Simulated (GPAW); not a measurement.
# Local fields in the sheet polarisability of PtSe2 (1T monolayer)

Wanted: the sheet polarisability of PtSe2 (1T monolayer), with cost.

Calculated with GPAW 26.7.0; LDA and many-body steps on it, plane waves.

### Step 1. Starting point

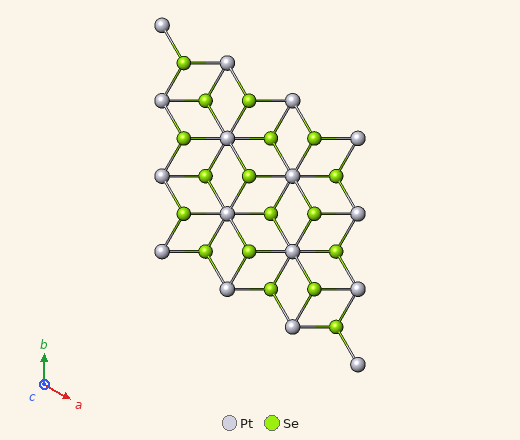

The starting structure, seen from above (platinum light grey, selenium green). 3×3×1 cells are drawn. Some periodic images of atoms are drawn too.

The cell holds 3 atoms: 1 Pt and 2 Se. Cell: a = 3.669 Å, b = 3.669 Å, c = 14.100 Å, α = 90.0°, β = 90.0°, γ = 120.0°. Vacuum lies along c.

Coordinates:

```
Pt Se
1.0
     3.66861    0.00000    0.00000
    -1.83431    3.17711    0.00000
     0.00000    0.00000   14.10000
Pt Se
1 2
Direct
  0.00000 0.00000 0.50000
  0.33333 0.66667 0.59161
  0.66667 0.33333 0.40839
```

The structure was relaxed with LDA. The runs that relaxed it are not among those shown. Spin-orbit coupling is left out unless a step names it.

### Step 2. Empty states on the mesh, 15×15×1 mesh, 82 bands

This step: GPAW 26.7.0; DFT, LDA, plane waves, PAW.

The sums over transitions need many empty states on a uniform mesh; this step solves for them.

File run.py:

```python
import json
import numpy as np
from gpaw.mpi import world
from gpaw import GPAW

calc = GPAW('gs.gpw').fixed_density(kpts={'size': (15, 15, 1), 'gamma': True},
    nbands=95,
    convergence={'bands': 82},
    txt='nscf.txt')
calc.write('full.gpw', mode='all')
res = {}
kpts = calc.get_ibz_k_points()
res['kpts'] = kpts
res['eigenvalues'] = [calc.get_eigenvalues(kpt=k) for k in range(len(kpts))]
res['n_electrons'] = calc.get_number_of_electrons()

if world.rank == 0:
    with open('result.json', 'w') as f:
        json.dump(res, f, default=lambda x: x.tolist())
```

Run with:

```sh
$ mpirun -n 16 gpaw python run.py
```

Numbers of over 12 decimals in the logs are rounded to 6 here.

What it wrote:

```text
Diagonalizing LCAO Hamiltonian
Converting LCAO to pw mode
convergence criteria:
- Maximum integral of absolute [eigenst]ate change: 4e-08 eV^2 / valence electron
maximum number of iterations: 100

SCF iterations
|iter     |     time |      energy | eigst |  dens |
|iter:   1|  |             | +3.77 |       |
|iter:   2|  |             | +2.48 |       |
|iter:   3|  |             | +1.40 |       |
[...]
|iter:  11|  |             | -6.69 |       |
|iter:  12|  |             | -7.20 |       |
|iter:  13|  |             | -7.74c|       |
SCF steps: 13
  __  _  _
 | _ |_)|_||  |
 |__||  | ||/\| - 26.7.0

Input parameters:
  mode=PW(ecut=450.000000),
  convergence={'bands': 82},
  gpts=array([18, 18, 70]),
  kpts=MonkhorstPack(size=(15, 15, 1), gamma=True),
  maxiter=100,
  nbands=95,
  occupations=Occupations(name='fermi-dirac', width=0.001, fixmagmom=False),
  parallel={},
  xc=XC(name='LDA')
# Writing to full.gpw (mode='all')
  [... matrices ...]

timing:  # [seconds]
  Total: 0.098  # ━━━━━━━━━━━━━━━━━━━━━━━━━━━━━━━━━━━━━━━━━━━━━━━━━━━━━━━━━━━
```

Elapsed: 18 s, on 16 MPI ranks of Arm Neoverse V2, shared host; peak memory 3.1 GiB; 4.7 min of CPU time.

This step gave:

- gap: 1.411 eV
- k of the valence top: 0.0667, 0, 0
- k of the conduction bottom: 0.2, 0, 0
- least direct gap: 1.580 eV
- k points computed: 27
- lowest point of the top converged band, above the valence top: 31.49 eV

On this mesh the gap is 1.411 eV.

### Step 3. RPA response

The response function is computed on a frequency grid, with local fields up to the given cutoff.

This step: linear response, RPA, on LDA, plane waves, PAW.

File run.py:

```python
import json
import numpy as np
from gpaw.mpi import world
from gpaw.response.df import DielectricFunction

df = DielectricFunction('full.gpw',
    ecut=50,
    nbands=82,
    eta=0.2,
    frequencies={'type': 'nonlinear', 'domega0': 0.05, 'omega2': 10.0},
    intraband=False,
    truncation='2D',
    txt='df.txt')
res = {'optical': {}, 'eels': []}
for d in 'x':
    y0, y = df.get_polarizability(direction=d, xc='RPA', filename=None)
    res['optical'][d] = [y0.real, y0.imag, y.real, y.imag]
res['w'] = df.get_frequencies()
for q_c in [[0.0666666667, 0, 0], [0.2, 0, 0], [0.4666666667, 0, 0], [0.8, 0, 0], [1.2, 0, 0]]:
    res['eels'].append(df.get_eels_spectrum(q_c=q_c, xc='RPA', filename=None))

if world.rank == 0:
    with open('result.json', 'w') as f:
        json.dump(res, f, default=lambda x: x.tolist())
```

Run with:

```sh
$ mpirun -n 16 gpaw python run.py
```

What it wrote:

```text
Using integrator: PointIntegrator
NonLinearFrequencyDescriptor(from 0.000 to 87.042 eV, 379 points)
Nonperiodic BCs:  [False False  True]
Using integrator: PointIntegrator
NonLinearFrequencyDescriptor(from 0.000 to 87.042 eV, 379 points)
Nonperiodic BCs:  [False False  True]

Calculating chi0 body with:
    Ground state adapter containing:
    Number of spins: 1
    Number of kpoints: 225
    Number of irreducible kpoints: 27
    Number of completely occupied states: 14
    Number of partially occupied states: 14
    Occupied states memory: 4.844970703125 M / cpu

    Linear response parametrization:
    q_c: [0.0, 0.0, 0.0]
    Number of frequency points: 379
    Planewave cutoff: 50.0
    Number of bands: 82
    Number of planewaves: 125
    Broadening (eta): 0.2
    comm.size: 16
    kncomm.size: 16
    blockcomm.size: 1

    Memory estimate of potentially large arrays:
        chi0_wGG: 90.360641 M / cpu
Integrating chi0 body.

Symmetries of q_c:
    Direct symmetries (Uq -> q): 12
    Indirect symmetries (TUq -> q): 0
In total 12 allowed symmetries.

  [... matrices ...]
27 groups of equivalent kpoints. 88.0% reduction.

Integral kind: spectral function

Calculating chi0 optical extensions with:
    Ground state adapter containing:
    Number of spins: 1
    Number of kpoints: 225
    Number of irreducible kpoints: 27
    Number of completely occupied states: 14
    Number of partially occupied states: 14
    Occupied states memory: 4.844970703125 M / cpu

    Linear response parametrization:
    Number of frequency points: 379
    Planewave cutoff: 50.0
    Number of bands: 82
    Number of planewaves: 125
    Broadening (eta): 0.2
Integrating chi0 head and wings.

Symmetries of q_c:
    Direct symmetries (Uq -> q): 12
    Indirect symmetries (TUq -> q): 0
In total 12 allowed symmetries.

  [... matrices ...]
27 groups of equivalent kpoints. 88.0% reduction.

Integral kind: spectral function wings

Calculating chi0 body with:
    Ground state adapter containing:
    Number of spins: 1
    Number of kpoints: 225
    Number of irreducible kpoints: 27
    Number of completely occupied states: 14
    Number of partially occupied states: 14
    Occupied states memory: 4.844970703125 M / cpu

    Linear response parametrization:
    q_c: [0.0666666667, 0.0, 0.0]
    Number of frequency points: 379
    Planewave cutoff: 50.0
    Number of bands: 82
    Number of planewaves: 125
    Broadening (eta): 0.2
    comm.size: 16
    kncomm.size: 16
    blockcomm.size: 1

    Memory estimate of potentially large arrays:
        chi0_wGG: 90.360641 M / cpu
Integrating chi0 body.

Symmetries of q_c:
    Direct symmetries (Uq -> q): 2
    Indirect symmetries (TUq -> q): 0
In total 2 allowed symmetries.

  [... matrices ...]
120 groups of equivalent kpoints. 46.666667% reduction.

Integral kind: spectral function

[... 4 further calls ...]
```

Elapsed: 29 s, on 16 MPI ranks; peak memory 7.9 GiB; 7.6 min of CPU time.

This step gave:

| Property | Result |
| --- | --- |
| static polarisability of the sheet (Å) | 7.186 |
| the same without local fields | 8.092 |

The static value is 7.19.

The Im polarisability of the sheet has structure finer than the step of the table below, so its rows give means over 2 eV, whole bins alone (the curve runs from 0 to 39.8 eV). Peaks (eV: height): xx, no local fields 2.0: 12.3, 6.4: 4.31; xx, local fields 2.0: 10.6, 6.6: 4.15.

RPA, broadening 0.2 eV. Im polarisability of the sheet against photon energy; means over each step:

```
photon energy (eV)  xx, no local fields (Å)  xx, local fields (Å)
                 2                     7.58                  6.46
                 4                     3.80                  3.71
                 6                     3.21                  3.12
                 8                     1.76                  1.79
                10                     1.24                  1.01
                12                     1.39                  1.12
                14                    0.830                 0.710
                16                    0.475                 0.517
                18                    0.290                 0.337
                20                    0.195                 0.225
                22                    0.143                 0.170
                24                    0.123                 0.154
                26                   0.0931                 0.127
                28                   0.0746                0.0973
                30                   0.0596                0.0877
                32                   0.0491                0.0730
                34                   0.0359                0.0576
                36                   0.0216                0.0414
                38                  0.00836                0.0223
```

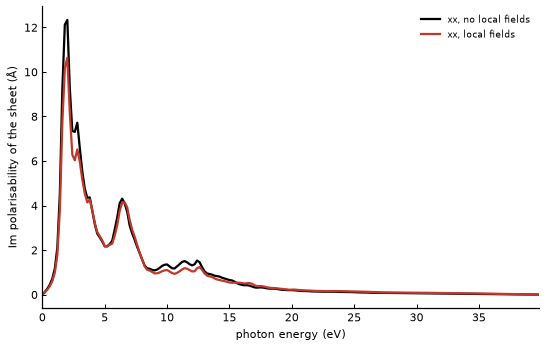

Im polarisability of the sheet against photon energy.

### Step 4. RPA response, local-field cutoff (15×15×1 mesh, 82 bands, screening to 5 eV, broadening 0.2 eV)

run.py, as its differences from that of step 3:

```diff
@@ -6,3 +6,3 @@
 df = DielectricFunction('full.gpw',
-    ecut=50,
+    ecut=5,
     nbands=82,
@@ -18,3 +18,3 @@
 res['w'] = df.get_frequencies()
-for q_c in [[0.0666666667, 0, 0], [0.2, 0, 0], [0.4666666667, 0, 0], [0.8, 0, 0], [1.2, 0, 0]]:
+for q_c in [[0.4666666667, 0, 0]]:
     res['eels'].append(df.get_eels_spectrum(q_c=q_c, xc='RPA', filename=None))
```

Run with:

```sh
$ mpirun -n 16 gpaw python run.py
```

What it wrote:

```text
Using integrator: PointIntegrator
NonLinearFrequencyDescriptor(from 0.000 to 87.042 eV, 379 points)
Nonperiodic BCs:  [False False  True]
Using integrator: PointIntegrator
NonLinearFrequencyDescriptor(from 0.000 to 87.042 eV, 379 points)
Nonperiodic BCs:  [False False  True]

Calculating chi0 body with:
    Ground state adapter containing:
    Number of spins: 1
    Number of kpoints: 225
    Number of irreducible kpoints: 27
    Number of completely occupied states: 14
    Number of partially occupied states: 14
    Occupied states memory: 4.844970703125 M / cpu

    Linear response parametrization:
    q_c: [0.0, 0.0, 0.0]
    Number of frequency points: 379
    Planewave cutoff: 5.0
    Number of bands: 82
    Number of planewaves: 5
    Broadening (eta): 0.2
    comm.size: 16
    kncomm.size: 16
    blockcomm.size: 1

    Memory estimate of potentially large arrays:
        chi0_wGG: 0.144577 M / cpu
Integrating chi0 body.

Symmetries of q_c:
    Direct symmetries (Uq -> q): 12
    Indirect symmetries (TUq -> q): 0
In total 12 allowed symmetries.

  [... matrices ...]
27 groups of equivalent kpoints. 88.0% reduction.

Integral kind: spectral function

Calculating chi0 optical extensions with:
    Ground state adapter containing:
    Number of spins: 1
    Number of kpoints: 225
    Number of irreducible kpoints: 27
    Number of completely occupied states: 14
    Number of partially occupied states: 14
    Occupied states memory: 4.844970703125 M / cpu

    Linear response parametrization:
    Number of frequency points: 379
    Planewave cutoff: 5.0
    Number of bands: 82
    Number of planewaves: 5
    Broadening (eta): 0.2
Integrating chi0 head and wings.

Symmetries of q_c:
    Direct symmetries (Uq -> q): 12
    Indirect symmetries (TUq -> q): 0
In total 12 allowed symmetries.

  [... matrices ...]
27 groups of equivalent kpoints. 88.0% reduction.

Integral kind: spectral function wings

Calculating chi0 body with:
    Ground state adapter containing:
    Number of spins: 1
    Number of kpoints: 225
    Number of irreducible kpoints: 27
    Number of completely occupied states: 14
    Number of partially occupied states: 14
    Occupied states memory: 4.844970703125 M / cpu

    Linear response parametrization:
    q_c: [0.4666666667, 0.0, 0.0]
    Number of frequency points: 379
    Planewave cutoff: 5.0
    Number of bands: 82
    Number of planewaves: 6
    Broadening (eta): 0.2
    comm.size: 16
    kncomm.size: 16
    blockcomm.size: 1

    Memory estimate of potentially large arrays:
        chi0_wGG: 0.208191 M / cpu
Integrating chi0 body.

Symmetries of q_c:
    Direct symmetries (Uq -> q): 2
    Indirect symmetries (TUq -> q): 0
In total 2 allowed symmetries.

  [... matrices ...]
120 groups of equivalent kpoints. 46.666667% reduction.

Integral kind: spectral function
```

Wall time 8.5 s (16 MPI ranks); peak memory 4.6 GiB.

Numbers from this step:

```
static polarisability of the sheet (Å) : 8.092
the same without local fields          : 8.092
```

The static value is 8.09.

The Im polarisability of the sheet has structure finer than the step of the table below, so its rows give means over 2 eV, whole bins alone (the curve runs from 0 to 39.8 eV). Peaks (eV: height): xx, no local fields 2.0: 12.3, 6.4: 4.31; xx, local fields 2.0: 12.3, 6.4: 4.31.

RPA, broadening 0.2 eV. Im polarisability of the sheet against photon energy; means over each step:

```
photon energy (eV)  xx, no local fields (Å)  xx, local fields (Å)
                 2                     7.58                  7.58
                 4                     3.80                  3.80
                 6                     3.21                  3.21
                 8                     1.76                  1.76
                10                     1.24                  1.24
                12                     1.39                  1.39
                14                    0.830                 0.830
                16                    0.475                 0.475
                18                    0.290                 0.290
                20                    0.195                 0.195
                22                    0.143                 0.143
                24                    0.123                 0.123
                26                   0.0931                0.0931
                28                   0.0746                0.0746
                30                   0.0596                0.0596
                32                   0.0491                0.0491
                34                   0.0359                0.0359
                36                   0.0216                0.0216
                38                  0.00836               0.00836
```

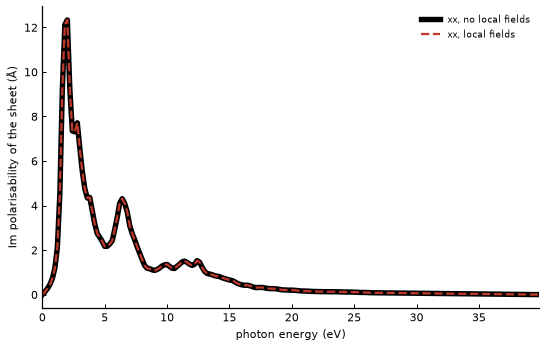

Im polarisability of the sheet, plotted against photon energy.

### Step 5. RPA response, fewer bands (15×15×1 mesh, 16 bands, screening to 50 eV, broadening 0.2 eV)

run.py, as its differences from that of step 4:

```diff
@@ -6,4 +6,4 @@
 df = DielectricFunction('full.gpw',
-    ecut=5,
-    nbands=82,
+    ecut=50,
+    nbands=16,
     eta=0.2,
@@ -18,3 +18,3 @@
 res['w'] = df.get_frequencies()
-for q_c in [[0.4666666667, 0, 0]]:
+for q_c in []:
     res['eels'].append(df.get_eels_spectrum(q_c=q_c, xc='RPA', filename=None))
```

Run with:

```sh
$ mpirun -n 16 gpaw python run.py
```

What it wrote:

```text
Using integrator: PointIntegrator
NonLinearFrequencyDescriptor(from 0.000 to 56.337 eV, 339 points)
Nonperiodic BCs:  [False False  True]
Using integrator: PointIntegrator
NonLinearFrequencyDescriptor(from 0.000 to 56.337 eV, 339 points)
Nonperiodic BCs:  [False False  True]

Calculating chi0 body with:
    Ground state adapter containing:
    Number of spins: 1
    Number of kpoints: 225
    Number of irreducible kpoints: 27
    Number of completely occupied states: 14
    Number of partially occupied states: 14
    Occupied states memory: 4.844970703125 M / cpu

    Linear response parametrization:
    q_c: [0.0, 0.0, 0.0]
    Number of frequency points: 339
    Planewave cutoff: 50.0
    Number of bands: 16
    Number of planewaves: 125
    Broadening (eta): 0.2
    comm.size: 16
    kncomm.size: 16
    blockcomm.size: 1

    Memory estimate of potentially large arrays:
        chi0_wGG: 80.823898 M / cpu
Integrating chi0 body.

Symmetries of q_c:
    Direct symmetries (Uq -> q): 12
    Indirect symmetries (TUq -> q): 0
In total 12 allowed symmetries.

  [... matrices ...]
27 groups of equivalent kpoints. 88.0% reduction.

Integral kind: spectral function

Calculating chi0 optical extensions with:
    Ground state adapter containing:
    Number of spins: 1
    Number of kpoints: 225
    Number of irreducible kpoints: 27
    Number of completely occupied states: 14
    Number of partially occupied states: 14
    Occupied states memory: 4.844970703125 M / cpu

    Linear response parametrization:
    Number of frequency points: 339
    Planewave cutoff: 50.0
    Number of bands: 16
    Number of planewaves: 125
    Broadening (eta): 0.2
Integrating chi0 head and wings.

Symmetries of q_c:
    Direct symmetries (Uq -> q): 12
    Indirect symmetries (TUq -> q): 0
In total 12 allowed symmetries.

  [... matrices ...]
27 groups of equivalent kpoints. 88.0% reduction.

Integral kind: spectral function wings
```

Run time: 4.7 s. Hardware: 16 MPI ranks; peak memory 5.7 GiB; 65 s of CPU time.

Numbers from this step:

| Quantity | Value |
| --- | --- |
| static polarisability of the sheet (Å) | 6.192 |
| the same without local fields | 6.863 |

(Continued in part 2 of 2.)

[Paths, hosts, dates, memory and timing lines, banners, echoed tables and standing remarks are left out of the program output.]

[Logs are printed without paths, hosts, clocks, repeated set-up lines and the standing remarks that a program may print on its own settings, such as how far it seeks lower states.]

[Runs of the session that timed out or met a known fault of the program may be left out.]

[Hosts, paths, dates, database ids (printed as entryN), source tags and the programs' standing remarks are cut or masked in the printed files.]
